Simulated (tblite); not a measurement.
# Frequency calculation, with input and output: C5H10O2SSi

The run: frequency calculation of C5H10O2SSi. Method and program: GFN2-xTB harmonic vibrations, gas phase (tblite 0.8.0).

It belongs to a series of runs on one base structure; here: H on C replaced by OCH3.

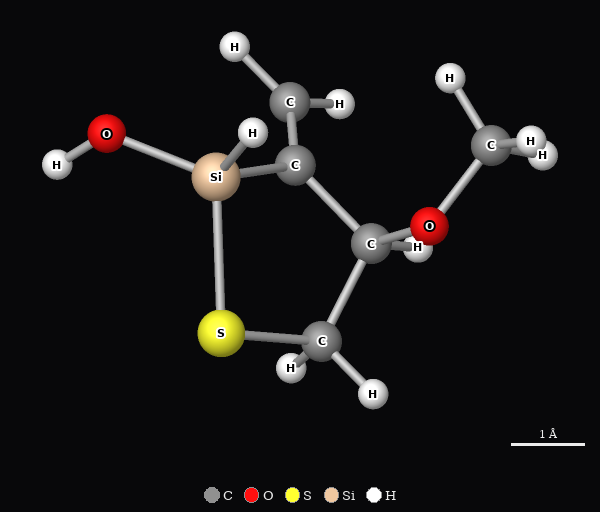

**Figure 1.** The input geometry (ball-and-stick view, seen at a tilt).

Summary

```csv
quantity,value
outcome,converged
total energy,−787.7335 eV
zero-point energy,88.9290 kcal/mol
hardware,"1 CPU thread, shared host"
wall time,1.6 s
peak memory,0.18 GiB
```

Input
```
{"job": {"kind": "ir", "xc": "GFN2-xTB", "basis": "xTB"}, "charge": 0, "multiplicity": 1}
C      0.825623    -0.176075     1.859091
C      0.546910    -0.064408     0.571346
C     -0.581802    -0.783511    -0.114044
O     -1.512833     0.167153    -0.607800
C     -2.251112     0.813906     0.394961
C     -0.037748    -1.534917    -1.323837
S      1.162479    -0.528634    -2.274500
Si     1.397640     0.968841    -0.752220
O      2.942242     1.373079    -0.472661
H      0.264289    -0.822850     2.518442
H      1.635122     0.376786     2.306319
H     -1.092956    -1.494936     0.557172
H     -2.917821     1.505618    -0.115349
H     -2.843518     0.092956     0.972156
H     -1.601862     1.368424     1.082205
H     -0.849235    -1.787916    -2.003520
H      0.476232    -2.442455    -1.008955
H      0.774427     2.238888    -1.067912
H      3.654119     0.739301    -0.528355
```

The first line tells a small driver script what to run in tblite; the rest is the geometry in Å.

Command:
```bash
OMP_NUM_THREADS=1 python <driver script> task.json out
```

Output
```
mode    cm-1     km/mol
  1      47.3      0.85
  2      76.6      1.51
  3     105.7      3.90
  4     123.1      3.00
  5     150.4      2.61
  6     187.8     37.20
  7     213.6     22.49
  8     239.5     75.76
  9     250.9     12.90
 10     301.4      3.85
 11     339.4     16.08
 12     411.0     10.24
 13     505.2     33.36
 14     519.6     24.57
 15     590.3    127.93
 16     620.6     12.10
 17     647.1     78.38
 18     687.9     34.73
 19     709.7      4.12
 20     725.2      1.27
 21     800.5    390.48
 22     840.8      3.38
 23     917.3    129.39
 24     921.9     75.98
 25     929.5     48.98
 26     991.0     19.53
 27    1046.3      4.52
 28    1094.4     62.36
 29    1129.3     29.92
 30    1138.4      4.14
 31    1162.2     15.79
 32    1207.1     21.94
 33    1231.0      4.05
 34    1266.8      9.16
 35    1291.8     26.33
 36    1403.9      0.01
 37    1416.6      1.18
 38    1433.5      2.42
 39    1467.6      5.17
 40    1490.7      2.68
 41    1705.8      6.22
 42    2370.6    206.98
 43    2823.3     77.95
 44    2902.0     53.15
 45    2926.7     40.13
 46    2988.9     14.65
 47    3011.5      6.25
 48    3031.8     14.64
 49    3060.0     43.40
 50    3107.8     25.05
 51    3645.0     38.19
```

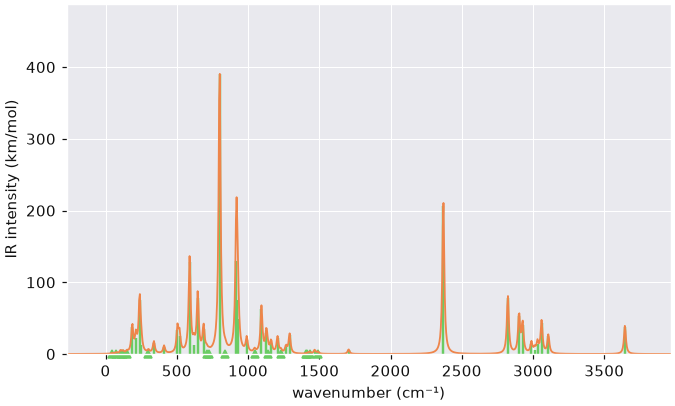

**Figure 2.** Harmonic infrared spectrum, unscaled: sticks (degenerate modes added up, dark ones marked on the axis) with a Lorentzian envelope of 16 cm⁻¹ full width, scaled to the tallest stick. 51 modes from 47 to 3645 cm⁻¹, none imaginary. The strongest line is at 800 cm⁻¹ (390 km/mol).
